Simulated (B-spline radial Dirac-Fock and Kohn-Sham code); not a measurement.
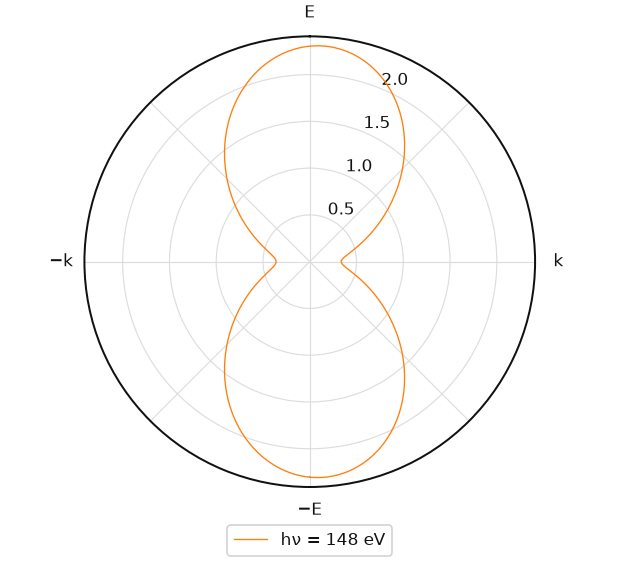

Angular distribution of photoelectrons from O5 (5d5/2) in the plane of the polarisation E (up) and the photon direction k (right), relative to an isotropic one. Species: the tantalum atom. Method: a Dirac–Hartree–Slater potential; 1 + βP₂(cos θ) + (δ + γ cos²θ) sin θ cos φ with E1 and E1–E2 terms (computed with a B-spline radial atomic code). Open shells are averaged over j.

Q: What are β, γ and δ at 148 eV?

A: β = 1.304, γ = 0.235, δ = −0.012.

Q: Is the pattern at 148 eV symmetric between forward and backward?

A: No: 45° forward of E it is 1.1 times the value 45° backward, from the non-dipole terms.
